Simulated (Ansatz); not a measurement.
```xyz
8

O     0.522    2.968   -1.446
Mg    0.254    1.406   -0.691
O    -0.021   -0.192    0.082
Si   -0.270   -1.647    0.786
H     0.670    3.814   -1.853
H    -1.217   -1.540    1.945
H    -0.856   -2.632   -0.182
H     1.010   -2.234    1.303
```

Where will the first 6 clear peaks of this molecule's radial distribution curve from gas electron diffraction lie, and which pairs make them?

Peak 1, 0.95 Å: O–H 0.95 Å
Peak 2, 1.75 Å: Si–O 1.64 Å, Mg–O 1.76–1.80 Å (×2), not resolved; in its flanks Si–H 1.50 Å
Peak 3, 2.62 Å: O···H 2.59 Å (×3), Mg···H 2.71 Å, not resolved
Peak 4, 3.46 Å: Si···Mg 3.43 Å, O···O 3.55 Å, not resolved
Peak 5, 4.23 Å: Mg···H 4.22 Å (×3), O···H 4.50 Å, not resolved
Peak 6, 5.19 Å: Si···O 5.19 Å

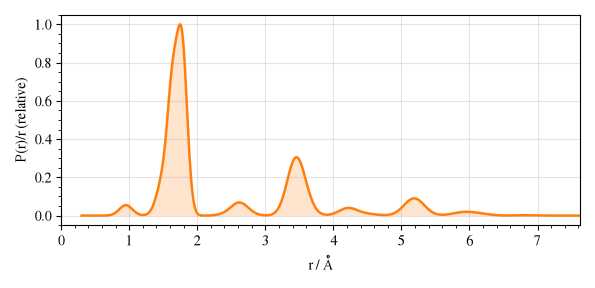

Simulated gas electron diffraction: radial distribution curve of H4MgO2Si. Each pair of atoms contributes with weight ZᵢZⱼ/r; damping constant 0.0015 Å²; vibrational amplitudes assumed, not computed: 0.05 Å for bonds, 0.078 Å for bonds to H, 0.06 + 0.015 r up to 0.15 Å for other pairs. The geometry is the end point of an optimisation (RKS PBE0-D4/def2-SVP (Ansatz 0.2.0)); it may be a saddle point or a higher isomer.
